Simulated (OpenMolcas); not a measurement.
# A workflow on CH6ClNSi (SMILES C[SiH](N)Cl), part 2 of 3

OpenMolcas 26.06. Earlier steps stand in the parts before.

## Step 5: An energy scan at SC-NEVPT2(2,2)/ANO-R1 (sfX2C, RICD fitting, pt2 variant SC-NEVPT2) (run 4)

Contents of step4.input:

```
>>> EXPORT MOLCAS_PRINT=2
>>> COPY $CurrDir/step2.RasOrb $Project.RasOrb
>>> ForEach K in (1, 2, 3, 4, 5, 6, 7, 8, 9)

&gateway
  coord = $CurrDir/point$K.xyz
  basis = ANO-R1
  group = NoSym
  ricd

&seward

&rasscf
  fileorb = $Project.RasOrb
  spin = 1
  nactel = 2 0 0
  inactive = 24
  ras2 = 2
  orblisting = Nothing
  orbappear = Compact

&caspt2
  sc-nevpt2
  frozen = 12
>>> EndDo
```

Run with:

```sh
$ export MOLCAS_MEM=1860
$ pymolcas step4.input > step4.log
```

Output:

```text
--- Start Module: gateway ---

                                              &GATEWAY

                       available to each process: 1.9 GB of memory, 1 thread

++    Symmetry information:
      ---------------------

                    Character Table for C1

                             E
                    a        1  x, y, xy, Rz, z, xz, Ry, yz, Rx, I
--

++    Basis set information:
      ----------------------

      Basis set label: C.ANO-R...3S2P1D.

      Electronic valence basis set:
      ------------------
      Associated Effective Charge   6.000000 au
      Associated Actual Charge      6.000000 au
      Nuclear Model: Finite nucleus - Gaussian distribution
        Gaussian exponent, Xi/bohr**(-2):  6.80775E+08

      Shell  nPrim  nBasis  Cartesian Spherical Contaminant
         s      12       3        X
         p       7       2        X
         d       3       1                 X

      Basis set label: SI.ANO-R...4S3P1D.

      Electronic valence basis set:
      ------------------
      Associated Effective Charge  14.000000 au
      Associated Actual Charge     14.000000 au
      Nuclear Model: Finite nucleus - Gaussian distribution
        Gaussian exponent, Xi/bohr**(-2):  4.34677E+08

      Shell  nPrim  nBasis  Cartesian Spherical Contaminant
         s      16       4        X
         p      11       3        X
         d       7       1                 X

      Basis set label: N.ANO-R...3S2P1D.

      Electronic valence basis set:
      ------------------
      Associated Effective Charge   7.000000 au
      Associated Actual Charge      7.000000 au
      Nuclear Model: Finite nucleus - Gaussian distribution
        Gaussian exponent, Xi/bohr**(-2):  6.28656E+08

      Shell  nPrim  nBasis  Cartesian Spherical Contaminant
         s      13       3        X
         p       8       2        X
         d       4       1                 X

      Basis set label: CL.ANO-R...4S3P1D.

      Electronic valence basis set:
      ------------------
      Associated Effective Charge  17.000000 au
      Associated Actual Charge     17.000000 au
      Nuclear Model: Finite nucleus - Gaussian distribution
        Gaussian exponent, Xi/bohr**(-2):  3.84638E+08

      Shell  nPrim  nBasis  Cartesian Spherical Contaminant
         s      17       4        X
         p      11       3        X
         d       7       1                 X

      Basis set label: H.ANO-R...2S1P.

      Electronic valence basis set:
      ------------------
      Associated Effective Charge   1.000000 au
      Associated Actual Charge      1.000000 au
      Nuclear Model: Finite nucleus - Gaussian distribution
        Gaussian exponent, Xi/bohr**(-2):  2.12482E+09

      Shell  nPrim  nBasis  Cartesian Spherical Contaminant
         s       7       2        X
         p       4       1        X
--

++    Molecular structure info:
      -------------------------

                    ************************************************
                    **** Cartesian Coordinates / bohr, angstrom ****
                    ************************************************

     Center  Label                x              y              z                     x              y              z
        1      C1              -1.582523       1.512762      -0.744518             -0.837435       0.800519      -0.393982
        2      SI2             -0.105069      -1.204889      -0.138706             -0.055600      -0.637600      -0.073400
        3      N3               2.269183      -0.716584       1.985724              1.200800      -0.379200       1.050800
[... 6 lines of this table left out ...]
       10      H10              3.142048      -2.208523       2.785078              1.662700      -1.168700       1.473800

                    ***************************************
                    *    InterNuclear Distances / bohr    *
                    ***************************************

               1 C1            2 SI2           3 N3            4 CL4           5 H5            6 H6
    1 C1       0.000000
    2 SI2      3.152064        0.000000
    3 N3       5.221096        3.223153        0.000000
    4 CL4      5.710419        3.933362        6.007378        0.000000
[... 5 lines of this table left out ...]
   10 H10      6.973348        4.483253        1.904400        6.702059        8.644964        7.363285

               7 H7            8 H8            9 H9           10 H10
    7 H7       0.000000
    8 H8       6.731401        0.000000
    9 H9       5.426923        6.609580        0.000000
   10 H10      7.500509        5.348142        3.133780        0.000000

                    *******************************************
                    *    InterNuclear Distances / angstrom    *
                    *******************************************

               1 C1            2 SI2           3 N3            4 CL4           5 H5            6 H6
    1 C1       0.000000
    2 SI2      1.668000        0.000000
    3 N3       2.762885        1.705619        0.000000
    4 CL4      3.021823        2.081445        3.178967        0.000000
[... 5 lines of this table left out ...]
   10 H10      3.690137        2.372435        1.007765        3.546577        4.574718        3.896482

               7 H7            8 H8            9 H9           10 H10
    7 H7       0.000000
    8 H8       3.562104        0.000000
    9 H9       2.871804        3.497639        0.000000
   10 H10      3.969098        2.830115        1.658325        0.000000

[... 136 lines left out ...]
                                         RASSCF iterations: Energy and convergence statistics
[... 22 lines left out ...]
      conf/sym  11     Coeff  Weight
[... 24 lines left out ...]
      Final state energy(ies):
[... 91 lines left out ...]
      Spin density orbitals for root   1 are written to the SPDORB.1 file
[... 93 lines left out ...]
      Reference energy:        -846.4508005089
[... 16 lines left out ...]
      Total energy:            -846.9968148271
[... 309 lines left out ...]
      Convergence after  9 iterations
[... 16 lines left out ...]
      Natural orbitals and occupation numbers for root  1
[... 23 lines left out ...]
::    RASSCF root number  1 Total energy:   -846.47382004
[... 100 lines left out ...]
 ###    WARNING: User changed nr of frozen orbitals.                         ###
[... 84 lines left out ...]
      Total energy:            -847.0179657088
[... 15 lines left out ...]
      Reference weight:           0.83636
[... 315 lines left out ...]
      Note: transformation to natural orbitals
[... 12 lines left out ...]
      *                                                    Final results                                                     *
[... 20 lines left out ...]
      Von Neumann Entropy (Root   1) =  0.09544
[... 145 lines left out ...]
      Imaginary shift                            0.00
[... 40 lines left out ...]
      Reference weight:           0.83523
[... 27 lines left out ...]
::    SC-NEVPT2 Root  1     Total energy:   -847.01122445
[... 305 lines left out ...]
      printout of CI-coefficients larger than  0.05 for root  1
[... 12 lines left out ...]
++    Final optimization conditions:
[... 46 lines left out ...]
      Dipole Moment (debye):
[... 134 lines left out ...]
 Compute H0 matrices for state    1
[... 29 lines left out ...]
  FINAL SC-NEVPT2 RESULT:
[... 235 lines left out ...]
      Nuclear repulsion energy =  205.36890538
[... 90 lines left out ...]
      energy=    -846.399720
[... 15 lines left out ...]
      RASSCF energy for state  1                   -846.39972049
[... 100 lines left out ...]
      Natural orbitals for root   1 are written to the RASORB.1 file
[... 92 lines left out ...]
  FINAL PC-NEVPT2 RESULT:
[... 15 lines left out ...]
      Reference energy:        -846.3997204936
[... 302 lines left out ...]
                                         RASSCF iterations: Energy and convergence statistics
[... 22 lines left out ...]
      conf/sym  11     Coeff  Weight
[... 24 lines left out ...]
      Final state energy(ies):
[... 91 lines left out ...]
      Spin density orbitals for root   1 are written to the SPDORB.1 file
[... 93 lines left out ...]
      Reference energy:        -846.3624251676
[... 16 lines left out ...]
      Total energy:            -846.8945471461
[... 309 lines left out ...]
      Convergence after  9 iterations
[... 16 lines left out ...]
      Natural orbitals and occupation numbers for root  1
[... 23 lines left out ...]
::    RASSCF root number  1 Total energy:   -846.34189904
[... 100 lines left out ...]
 ###    WARNING: User changed nr of frozen orbitals.                         ###
[... 84 lines left out ...]
      Total energy:            -846.8698194801
[... 15 lines left out ...]
      Reference weight:           0.83658
[... 316 lines left out ...]
      Note: transformation to natural orbitals
[... 12 lines left out ...]
      *                                                    Final results                                                     *
[... 20 lines left out ...]
      Von Neumann Entropy (Root   1) =  0.97792
[... 145 lines left out ...]
      Imaginary shift                            0.00
[... 40 lines left out ...]
      Reference weight:           0.83736
[... 27 lines left out ...]
::    SC-NEVPT2 Root  1     Total energy:   -846.86076825
[... 305 lines left out ...]
      printout of CI-coefficients larger than  0.05 for root  1
[... 12 lines left out ...]
++    Final optimization conditions:
[... 46 lines left out ...]
      Dipole Moment (debye):
[... 11 lines left out ...]
      LoProp population analysis for root number:  1
      -----------------------------------------------

++    LoProp analysis:
      ----------------

++    Static properties:
      ------------------

      LoProp Charges per center

                   C1       SI2      N3       CL4      H5       H6       H7       H8       H9       H10
      Nuclear      6.0000  14.0000   7.0000  17.0000   1.0000   1.0000   1.0000   1.0000   1.0000   1.0000
      Electronic  -6.7317 -13.3629  -7.9418 -17.3238  -0.7551  -0.7563  -0.7570  -1.0680  -0.6492  -0.6543

      Total       -0.7317   0.6371  -0.9418  -0.3238   0.2449   0.2437   0.2430  -0.0680   0.3508   0.3457
--

      Natural Bond Order analysis for root number:  1

++    Natural Bond Order analysis
      ---------------------------
      Based on LoProp computed density
      -------------------------------------------------------------------------------------
      Atom A       Atom B       Bond Order
        SI2          H8             0.786
      -------------------------------------------------------------------------------------
      NBO located      1.572 electrons involved in    1 bonds.
      NBO located      0.997 non-bonded electrons on atom C1
      NBO located      0.985 non-bonded electrons on atom SI2
      NBO located      0.998 non-bonded electrons on atom SI2
      NBO located      1.000 non-bonded electrons on atom SI2
      NBO located      0.999 non-bonded electrons on atom SI2
      NBO located      0.999 non-bonded electrons on atom SI2
      NBO located      0.997 non-bonded electrons on atom N3
      NBO located      0.999 non-bonded electrons on atom CL4
      NBO located      1.000 non-bonded electrons on atom CL4
      NBO located      1.000 non-bonded electrons on atom CL4
      NBO located      1.000 non-bonded electrons on atom CL4
      NBO located      1.000 non-bonded electrons on atom CL4
      The remaining   14.433 electrons are to be considered as diffuse
--

--

      Average orbitals are written to the RASORB file
      Natural orbitals for root   1 are written to the RASORB.1 file
      Spin density orbitals for root   1 are written to the SPDORB.1 file

--- Stop Module: rasscf /rc=_RC_ALL_IS_WELL_ ---
--- Module rasscf spent 1 second ---

--- Start Module: caspt2 ---

                                              &CASPT2

                       available to each process: 1.9 GB of memory, 1 thread

 ###############################################################################
 ###    WARNING: User changed nr of frozen orbitals.                         ###
 ###############################################################################

++    Wave function specifications:
      -----------------------------

      Number of closed shell electrons          24
      Number of electrons in active shells       2
      Max number of holes in RAS1 space          0
      Max number of electrons in RAS3 space      0
      Number of inactive orbitals               12
      Number of active orbitals                  2
      Number of secondary orbitals              68
      Spin quantum number                      0.0
      State symmetry                             1
      Number of CSFs                             3
      Number of CASSCF root(s) available         1
      NEVPT2 state passed to geometry opt.       1
      A file JOBMIX will be created
      This is a CASSCF or RASSCF reference function
--

++    Orbital specifications:
      -----------------------

      Symmetry species                           1
                                                 a
      Frozen orbitals                           12
      Inactive orbitals                         12
      Active orbitals                            2
      Secondary orbitals                        68
      Deleted orbitals                           0
      Number of basis functions                 94
--

++    NEVPT2 specifications:
      ----------------------

      Type of calculation                        SS-NEVPT2
      Internal contraction for energies          partially and strongly contracted
                                                 (PC-NEVPT2 and SC-NEVPT2)
      Denominator threshold for SC-NEVPT2        1.00E-09
      Fock operator                              state-specific
      0th-order Hamiltonian                      DYALL
      IPEA shift                                 0.00
      Real shift                                 0.00
      Imaginary shift                            0.00
      The input orbitals will be transformed to quasi-canonical
--

--------------------------------------------------------------------------------
 Estimated memory requirements:
  POLY3 :                   250070
  RHS:                      642872
  SIGMA :                   615976
  PRPCTL:                        0
 Available workspace:    232484812

++ NEVPT2 computation for group   1

********************************************************************************
 Multi-State initialization phase begins for group   1
--------------------------------------------------------------------------------
********************************************************************************
 Compute H0 matrices for state    1
--------------------------------------------------------------------------------
--------------------------------------------------------------------------------
 H0 matrices have been computed.

********************************************************************************
  NEVPT2 EQUATION SOLUTION
--------------------------------------------------------------------------------

  Total nr of NEVPT2 parameters:
   Before reduction:      480680
   After  reduction:      469744

 Variance of |WF0>:       1.6229304355
-----------------------------------------------------------------------------------------------------------------------------

  FINAL PC-NEVPT2 RESULT:

      Reference energy:        -846.3338192128
      E2 (Non-variational):      -0.5251773104
      E2 (Variational):          -0.5251773104
      Total energy:            -846.8589965232
      Residual norm:              0.0000000000
      Reference weight:           0.83760

      Contributions to the PC-NEVPT2 correlation energy
      Active & Virtual Only:         -0.0000117603
      One Inactive Excited:          -0.0523879432
      Two Inactive Excited:          -0.4727776069

  FINAL SC-NEVPT2 RESULT:

      Reference energy:        -846.3338192128
      E2 (Non-variational):      -0.5251732337
      E2 (Variational):          -0.5251732337
      Total energy:            -846.8589924465
      Residual norm:              0.0000000000
      Reference weight:           0.83761

      Contributions to the SC-NEVPT2 correlation energy
      Active & Virtual only:         -0.0000118230
      One Inactive Excited:          -0.0523838416
      Two Inactive Excited:          -0.4727775692

   (Skip denominator check etc. with SC-NEVPT2 wavefunction)

   (Skipping property calculation,
    use PROP keyword to activate)
--

  Total SC-NEVPT2 energies:
::    SC-NEVPT2 Root  1     Total energy:   -846.85899245

  A NEW JOBIPH FILE NAMED 'JOBMIX' IS PREPARED.
********************************************************************************
--- Stop Module: caspt2 /rc=_RC_ALL_IS_WELL_ ---

>>> END FOREACH

.##################.
.# Happy landing! #.
.##################.

    Timing: Wall=51.90 User=47.54 System=4.10
```

It took 53 s on 1 thread of Intel Xeon 6975P-C (Granite Rapids), shared host; peak memory 0.09 GiB.

The scan, from its lowest point:

| Si2–C1 (Å) | energy (kJ/mol) |
| --- | --- |
| 1.668 | 55.3 |
| 1.853 | 0.0 |
| 2.039 | 17.5 |
| 2.317 | 95.4 |
| 2.687 | 212.9 |
| 3.151 | 323.8 |
| 3.707 | 389.0 |
| 4.448 | 412.5 |
| 5.560 | 417.2 |

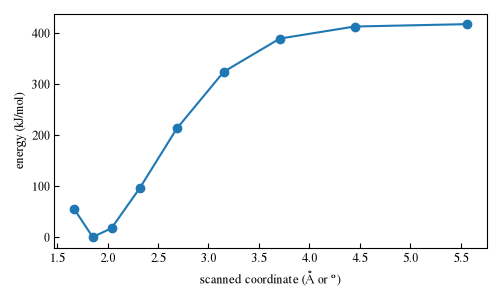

Energy along the scan.

(Part 2 of 3 ends here.)
